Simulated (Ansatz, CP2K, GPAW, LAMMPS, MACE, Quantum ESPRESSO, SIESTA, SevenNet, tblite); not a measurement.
**Liquid Ge at 2600 K (66 atoms): forces by two methods**

66 atoms (66 Ge) placed at random at 5.27 g/cm³, melted at 3500 K for 10 ps at fixed volume with the Tersoff potential (Tersoff, Phys. Rev. B 39, 5566 (1989)). Snapshot at the end of a hold of 5 ps at 2600 K and fixed volume.

Two calculations on one geometry. First: Kohn-Sham DFT, PBE, PAW, atomic orbitals (dzp); LCAO dzp; h 0.2 Å; other mixer settings; levels smeared at 580 K (GPAW 26.7.0; Γ point). Second: Kohn-Sham DFT, PBE, SSSP efficiency 1.3.0 pseudopotentials, plane waves; sssp-1.3.0-efficiency; 45/360 Ry; levels smeared at 580 K (Quantum ESPRESSO 7.5; sssp-pbe-1.3.0-efficiency, cutoffs 45/360 Ry, Γ point).

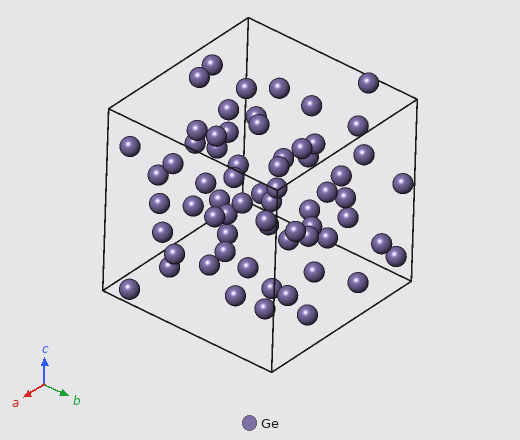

The structure (germanium purple).

Cell vectors (Å):

```
11.473 0.000 0.000
0.000 11.473 0.000
0.000 0.000 11.473
```

Atom, position (Å) and force of the first calculation (eV/Å):

```
1 Ge 0.443 8.534 11.406 0.819 1.452 2.149
2 Ge 3.054 0.630 5.062 0.641 0.120 0.308
3 Ge 1.348 6.847 1.330 0.500 -0.316 1.396
4 Ge 7.210 7.371 5.584 0.701 0.831 -0.213
5 Ge 0.168 4.649 1.507 -0.641 1.067 -0.714
6 Ge 8.570 2.108 0.978 -0.216 0.226 0.189
7 Ge 5.989 5.292 1.076 -0.400 0.389 0.906
8 Ge 3.579 4.120 4.014 -0.503 0.993 -0.245
9 Ge 5.187 6.506 7.597 -1.638 0.441 0.173
10 Ge 1.178 3.603 4.788 0.367 -0.618 0.346
11 Ge 1.732 5.695 6.118 0.065 -0.081 0.412
12 Ge 5.205 9.807 7.477 -0.271 -0.373 -0.188
13 Ge 6.581 9.740 5.357 -0.050 0.194 -0.348
14 Ge 4.534 2.083 3.181 -1.571 -1.173 -1.287
15 Ge 10.070 11.261 4.049 -0.318 0.156 0.703
16 Ge 0.388 10.712 1.415 -1.254 -0.212 -1.117
17 Ge 6.337 1.768 7.521 1.135 -0.384 -0.090
18 Ge 4.134 7.987 3.942 0.220 0.248 -0.088
19 Ge 10.370 7.649 10.020 -1.660 -0.687 -0.990
20 Ge 5.834 11.209 9.450 -0.674 1.818 0.398
21 Ge 7.127 5.328 8.129 0.436 1.921 3.487
22 Ge 3.967 2.064 7.157 -0.455 0.850 -0.188
23 Ge 4.220 4.308 8.773 0.555 -0.597 -0.117
24 Ge 6.924 4.518 4.570 0.908 -0.856 -0.643
25 Ge 1.903 9.097 9.676 2.021 1.461 -0.607
26 Ge 4.330 8.168 9.338 0.056 -0.062 -0.261
27 Ge 9.747 3.045 8.511 -0.097 -0.872 -1.428
28 Ge 6.905 7.667 1.287 -0.967 0.684 -0.512
29 Ge 6.306 3.908 10.576 -1.455 0.634 -1.317
30 Ge 7.759 0.496 5.652 0.454 -0.452 0.574
31 Ge 9.833 9.583 2.336 0.498 -1.591 -0.597
32 Ge 1.104 8.910 7.378 1.180 1.543 -0.698
33 Ge 9.339 11.062 7.640 0.252 -0.265 -0.265
34 Ge 1.976 3.803 9.715 -0.821 0.740 -1.085
35 Ge 3.612 6.056 1.990 0.310 -0.561 0.828
36 Ge 8.489 9.055 9.046 0.453 -0.289 -0.519
37 Ge 10.528 3.969 3.614 0.275 1.813 -0.276
38 Ge 9.182 7.060 1.700 -0.183 2.052 2.858
39 Ge 1.934 1.562 8.672 -0.681 1.040 -0.393
40 Ge 1.691 8.450 3.503 -0.772 -0.623 -0.722
41 Ge 3.613 1.950 0.501 -0.467 -0.132 1.301
42 Ge 9.618 5.790 11.411 1.353 -1.961 -1.683
43 Ge 0.050 4.465 7.946 2.202 1.018 -0.182
44 Ge 3.107 0.167 10.119 1.436 -2.446 0.895
45 Ge 7.982 3.874 6.767 0.892 -2.885 -2.223
46 Ge 10.791 0.970 9.184 0.383 -0.536 0.821
47 Ge 1.272 2.818 0.310 -0.288 0.008 0.746
48 Ge 3.821 10.956 1.599 0.948 -0.039 -0.472
49 Ge 6.734 2.091 3.900 1.294 0.024 0.706
50 Ge 11.404 7.024 4.734 0.922 0.113 0.461
51 Ge 8.699 3.759 10.407 -0.571 0.653 1.850
52 Ge 5.869 9.635 2.699 -0.200 0.005 0.032
53 Ge 5.950 1.597 11.395 0.559 -0.882 -0.743
54 Ge 11.146 7.068 7.667 0.604 -1.863 -0.013
55 Ge 6.466 9.029 10.501 0.292 -0.713 1.027
56 Ge 10.772 1.231 0.290 0.561 -0.563 -0.975
57 Ge 0.220 10.876 5.999 -1.397 -1.682 0.073
58 Ge 9.153 6.252 4.108 -0.846 -0.771 -0.756
59 Ge 5.110 6.022 5.152 -1.279 0.183 0.013
60 Ge 3.244 9.473 5.989 0.010 0.216 -0.272
61 Ge 9.886 2.346 5.758 0.373 -0.081 1.771
62 Ge 0.988 1.531 6.401 0.303 1.875 -0.838
63 Ge 8.849 7.050 7.375 -1.660 0.707 0.437
64 Ge 7.998 10.974 1.657 -1.207 0.300 -0.357
65 Ge 9.198 2.060 3.468 -1.074 -0.840 -2.100
66 Ge 1.979 10.986 3.137 -0.414 -0.361 0.749
```

**Question.** What forces does the second calculation give?

Atom and force (eV/Å):

```
1 0.804 1.317 1.967
2 0.526 0.090 0.311
3 0.497 -0.311 1.343
4 0.648 0.749 -0.160
5 -0.585 1.059 -0.706
6 -0.117 0.125 0.198
7 -0.419 0.425 0.745
8 -0.481 0.887 -0.255
9 -1.470 0.366 0.154
10 0.329 -0.531 0.344
11 -0.141 -0.123 0.347
12 -0.299 -0.355 -0.189
13 -0.094 0.140 -0.283
14 -1.433 -1.074 -1.144
15 -0.336 0.195 0.643
16 -1.223 -0.244 -0.928
17 0.980 -0.368 -0.145
18 0.156 0.220 -0.088
19 -1.536 -0.667 -0.877
20 -0.708 1.656 0.347
21 0.440 1.788 3.148
22 -0.440 0.766 -0.112
23 0.514 -0.616 -0.060
24 0.850 -0.821 -0.506
25 1.857 1.344 -0.609
26 0.104 0.009 -0.330
27 -0.017 -0.749 -1.296
28 -0.832 0.626 -0.508
29 -1.287 0.596 -1.158
30 0.483 -0.402 0.527
31 0.446 -1.304 -0.600
32 1.092 1.437 -0.614
33 0.296 -0.234 -0.229
34 -0.756 0.560 -1.058
35 0.270 -0.512 0.855
36 0.439 -0.354 -0.493
37 0.280 1.613 -0.222
38 -0.259 1.890 2.596
39 -0.590 1.035 -0.365
40 -0.688 -0.608 -0.695
41 -0.412 -0.239 1.200
42 1.283 -1.778 -1.477
43 2.038 0.972 -0.154
44 1.342 -2.181 0.814
45 0.801 -2.626 -2.009
46 0.331 -0.397 0.742
47 -0.255 0.067 0.643
48 0.854 0.024 -0.352
49 1.249 0.045 0.693
50 0.920 0.017 0.452
51 -0.582 0.622 1.723
52 -0.180 -0.032 -0.001
53 0.418 -0.731 -0.742
54 0.496 -1.728 -0.038
55 0.289 -0.650 0.847
56 0.553 -0.511 -0.959
57 -1.311 -1.459 0.073
58 -0.733 -0.714 -0.767
59 -1.091 0.215 0.002
60 0.049 0.190 -0.258
61 0.290 -0.092 1.539
62 0.306 1.662 -0.841
63 -1.572 0.669 0.451
64 -1.041 0.244 -0.245
65 -1.006 -0.809 -1.833
66 -0.333 -0.404 0.602
```

The two sets differ by 101 meV/Å r.m.s., 11 % of the r.m.s. force of the Quantum ESPRESSO run. The network of bonds at the start is that of the classical potential that made the cell, and needn't be the one that DFT or experiment would give. The electronic-structure runs sample only Γ, in a cell whose shortest periodic width is 11 Å, which is coarse for a cell with partly filled levels.

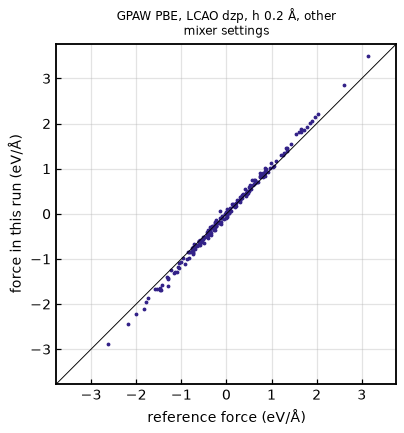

Force components against those of the reference; the line marks equality.

[Logs are printed without paths, hosts, clocks, repeated set-up lines and the standing remarks that a program may print on its own settings, such as how far it seeks lower states.]

[Hosts, paths, dates, database ids (printed as entryN), source tags and the programs' standing remarks are cut or masked in the printed files.]
